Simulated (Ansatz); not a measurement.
# One shape, several levels: SiH3Cl (chlorosilane)

Wanted: a comparison of 6 runs (HF/STO-3G, B3LYP/6-31G*, BLYP/def2-SVP, PBE/def2-SVP, PBE0/def2-SVP, BCCD/x2c-SVPall) of SiH3Cl (chlorosilane). 

Program for the calculation: Ansatz 0.2.0.

2 further runs of the same task are left out: 2 set aside as unsound or not needed.

### Step 1. The system as given

SiH3Cl: 5 atoms, total charge 0, spin state singlet. As SMILES, `[SiH3]Cl`. Geometry: relaxed at PBE0-D4/def2-TZVP.

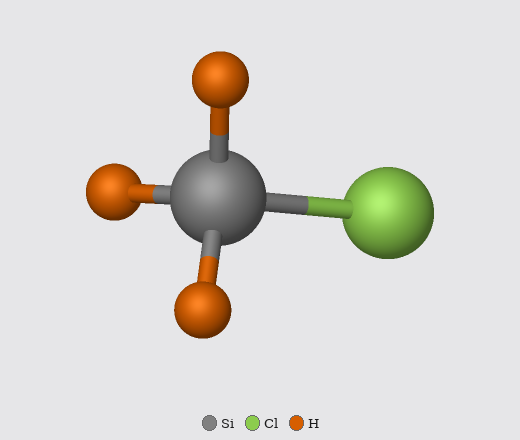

The structure, seen from a chosen angle (silicon grey, chlorine green, hydrogen orange).

### Step 2. Energy and forces at HF/STO-3G (run 1)

Input file in.yaml:

```yaml
crystal:
  periodic: [false, false, false]
  atoms:
    - symbol: Si
      position_ang: [-0.112000, 0.018600, -0.030900]
    - symbol: Cl
      position_ang: [1.838300, -0.513500, 0.329900]
    - symbol: H
      position_ang: [-0.950900, -0.488300, 1.079100]
    - symbol: H
      position_ang: [-0.534700, -0.585700, -1.314900]
    - symbol: H
      position_ang: [-0.190800, 1.495400, -0.104700]
basis:
  gaussian:
    orbitals: STO-3G
hamiltonian:
  xc: hf
accuracy: high
output:
  forces: true
  orbitals: {seedname: orbitals}
```

Started as:

```sh
ansatz run in.yaml --threads 1 --pin off --max-ram 2610MiB --events-out events.jsonl --progress --plain --runs-dir runs
```

The log of the run:

```text
Warning: RAYON_NUM_THREADS=1 ignored (pool sized by the plan → 1); use --threads N
Functional definition: HF
  name "HF"
  exchange = exact_x
  correlation = 0
364 factors; integrals over basis functions are off by at most 9.2e-9 eV
mean field evaluation 1: about -20189.2112 eV, gradient 1.3e1 eV
mean field evaluation 2: about -20189.2239 eV, gradient 1.3e1 eV
mean field evaluation 4: about -20190.0901 eV, gradient 5.0e-1 eV
mean field evaluation 8: about -20190.0916 eV, gradient 1.5e-6 eV
mean field -20190.09160878 eV, -741.9721812869 hartree, gradient 4.6e-8 eV, S^2 0.000000; 0 other end points of the search recorded, 0 dependent functions left out
the calculation of the forces begins
reference -20190.09160878 eV, -741.9721812869 hartree; 17, 17 occupied and 4, 4 virtual orbitals, 364 factors
Total energy: -20190.09160878 eV, -741.9721812869 hartree
Atom 0 at    -0.112000     0.018600    -0.030900 Å, force    -2.399018     0.653608    -0.441361 eV/Å
Atom 1 at     1.838300    -0.513500     0.329900 Å, force     0.822321    -0.224239     0.151928 eV/Å
Atom 2 at    -0.950900    -0.488300     1.079100 Å, force     0.937892     0.517790    -1.156684 eV/Å
Atom 3 at    -0.534700    -0.585700    -1.314900 Å, force     0.499936     0.619168     1.358263 eV/Å
Atom 4 at    -0.190800     1.495400    -0.104700 Å, force     0.138870    -1.566327     0.087853 eV/Å
Dipole moment:    -0.561803     0.153301    -0.103963 e Å
```

Wall time 0.18 s (1 thread of Intel Xeon 6975P-C (Granite Rapids), shared host).

### Step 3. Energy and forces at B3LYP/6-31G(d) (Cartesian functions) (run 2)

Input file in.yaml:

```yaml
basis:
  gaussian:
    orbitals: "6-31G*"
crystal:
  periodic: [false, false, false]
  atoms:
    - {symbol: Si, position_ang: [-0.112000, 0.018600, -0.030900]}
    - {symbol: Cl, position_ang: [1.838300, -0.513500, 0.329900]}
    - {symbol: H, position_ang: [-0.950900, -0.488300, 1.079100]}
    - {symbol: H, position_ang: [-0.534700, -0.585700, -1.314900]}
    - {symbol: H, position_ang: [-0.190800, 1.495400, -0.104700]}
hamiltonian:
  xc: {name: B3LYP}
accuracy: high
output:
  forces: true
  orbitals: {seedname: orbitals}
```

Started as:

```sh
ansatz run in.yaml --threads 1 --pin off --max-ram 2610MiB --events-out events.jsonl --progress --plain --runs-dir runs
```

The log of the run (excerpt; [...] marks lines left out):

```text
Warning: RAYON_NUM_THREADS=1 ignored (pool sized by the plan → 1); use --threads N
Functional definition: B3LYP
  name "B3LYP"
[...]
878 factors; integrals over basis functions are off by at most 3.8e-9 eV
[...]
mean field -20450.19579277 eV, -751.5308337436 hartree, gradient 4.6e-8 eV, S^2 0.000000; 0 other end points of the search recorded, 0 dependent functions left out
[...]
reference -20450.19582677 eV, -751.5308349931 hartree; 17, 17 occupied and 27, 27 virtual orbitals, 878 factors
Total energy: -20450.19582677 eV, -751.5308349931 hartree
Atom 0 at    -0.112000     0.018600    -0.030900 Å, force    -0.358186     0.097108    -0.064488 eV/Å
Atom 1 at     1.838300    -0.513500     0.329900 Å, force     0.455999    -0.124320     0.084207 eV/Å
Atom 2 at    -0.950900    -0.488300     1.079100 Å, force    -0.035642     0.003960     0.003447 eV/Å
Atom 3 at    -0.534700    -0.585700    -1.314900 Å, force    -0.032654     0.002368    -0.017167 eV/Å
Atom 4 at    -0.190800     1.495400    -0.104700 Å, force    -0.029518     0.020884    -0.006000 eV/Å
Dipole moment:    -0.332141     0.090642    -0.061489 e Å
```

Run time: 1.8 s. Hardware: 1 thread of Intel Xeon 6975P-C (Granite Rapids), shared host.

Runs 3 to 5 aren't shown in full; the table further down has their settings and results.

### Step 4. Energy and gradient at BCCD/x2c-SVPall (run 6)

Input file in.yaml:

```yaml
basis:
  gaussian:
    orbitals: x2c-SVPall.json
crystal:
  periodic: [false, false, false]
  atoms:
    - symbol: Si
      position_ang: [-0.112000, 0.018600, -0.030900]
    - symbol: Cl
      position_ang: [1.838300, -0.513500, 0.329900]
    - symbol: H
      position_ang: [-0.950900, -0.488300, 1.079100]
    - symbol: H
      position_ang: [-0.534700, -0.585700, -1.314900]
    - symbol: H
      position_ang: [-0.190800, 1.495400, -0.104700]
hamiltonian:
  pseudopotentials:
    relativity: none
correlation:
  method: bccd
  electrons: outside_noble_gas
scf:
  lower_state_search: light
output:
  forces: true
  orbitals: {seedname: orbitals}
```

The basis set x2c-SVPall is read from a file made from the Basis Set Exchange's data (not shown).

Started as:

```sh
ansatz run in.yaml --threads 1 --pin off --max-ram 2610MiB --events-out events.jsonl --progress --plain --runs-dir runs
```

The log of the run (excerpt; [...] marks lines left out):

```text
Warning: RAYON_NUM_THREADS=1 ignored (pool sized by the plan → 1); use --threads N
[... 2 set-up lines as earlier in the session ...]
[...]
472 factors; integrals over basis functions are off by at most 1.2e-3 eV
[...]
mean field -20401.21464891 eV, -749.7308099076 hartree, gradient 1.3e-6 eV, S^2 0.000000; 0 other end points of the search recorded, 0 dependent functions left out
10 core orbitals not correlated: weight in the atoms' cores, before any rotation towards them, 1.000 or more for the frozen orbitals, at most 0.000 for the correlated occupied ones
reference -20401.21464891 eV, -749.7308099076 hartree; 7, 7 occupied and 34, 34 virtual orbitals, 472 factors
second order -6.46247428 eV of doubles, -0.00000000 eV of singles
cycle   1  -7.17384329 eV  change   -7.1e-1 eV  update   5.7e-2
[...]
cycle   8  -7.40231042 eV  change   -5.5e-6 eV  update   6.7e-6
[...]
WARN: the results are in doubt because the basis set is contracted for relativity, which is off
Total energy: -20408.61695933 eV, -750.0028397980 hartree
Atom 0 at    -0.112000     0.018600    -0.030900 Å, force    -0.167240     0.045006    -0.029158 eV/Å
Atom 1 at     1.838300    -0.513500     0.329900 Å, force     0.303150    -0.082613     0.055927 eV/Å
Atom 2 at    -0.950900    -0.488300     1.079100 Å, force    -0.026943     0.041747    -0.063996 eV/Å
Atom 3 at    -0.534700    -0.585700    -1.314900 Å, force    -0.046667     0.045472     0.046057 eV/Å
Atom 4 at    -0.190800     1.495400    -0.104700 Å, force    -0.062300    -0.049612    -0.008830 eV/Å
Dipole moment:    -0.257390     0.070249    -0.047660 e Å
In doubt: the basis set is contracted for relativity, which is off
```

Run time: 0.8 s. Hardware: 1 thread of Intel Xeon 6975P-C (Granite Rapids), shared host.

### Step 5. The series

```
run                               level  Cartesian functions  accuracy  energy (Eh)  dipole moment (D)  HOMO energy (eV)  LUMO energy (eV)  wall time
  1                           HF/STO-3G                   no      high  -741.972181               2.84            -10.15              9.58     0.18 s
  2  B3LYP/6-31G* (Cartesian functions)                  yes      high  -751.530835               1.68             -8.66             -0.25      1.8 s
  3                       BLYP/def2-SVP                   no      high  -751.270087               1.14             -7.22             -0.37      1.4 s
  4                        PBE/def2-SVP                   no      high  -750.939625               1.22             -7.44             -0.59      1.4 s
  5                       PBE0/def2-SVP                   no      high  -751.013594               1.37             -8.87              0.32      1.7 s
  6                     BCCD/x2c-SVPall                   no    medium  -750.002840               1.30            -12.21              3.87      0.8 s
```

### Step 6. What came out

| quantity | value |
| --- | --- |
| run 6: total energy | -750.00284 Eh |
| run 6: dipole moment (correlated density) | 1.30 D |
| run 6: HOMO energy (Hartree–Fock orbitals) | -12.21 eV |
| run 6: LUMO energy (Hartree–Fock orbitals) | 3.87 eV |
| run 6: HOMO–LUMO gap (Hartree–Fock orbitals) | 16.07 eV |
| run 6: correlation energy (10 core orbitals frozen) | -272.0 mEh |
| run 6: largest force on an atom | 0.319 eV/Å |

**Reading.** The dipole moment (its size) runs from 1.14 D (BLYP/def2-SVP) to 2.84 D (HF/STO-3G). The two ends differ in method and basis. Over runs 1, 2, 3, 4, 5 the HOMO–LUMO gap runs from 6.85 eV (PBE/def2-SVP) to 19.73 eV (HF/STO-3G). Totals of different functionals can't be ranked against each other. In run 1 the basis is minimal, so the values are rough. In run 6 relativity is left out where basis or elements ask for it. All runs together took 7.3 s, the longest 1.8 s.
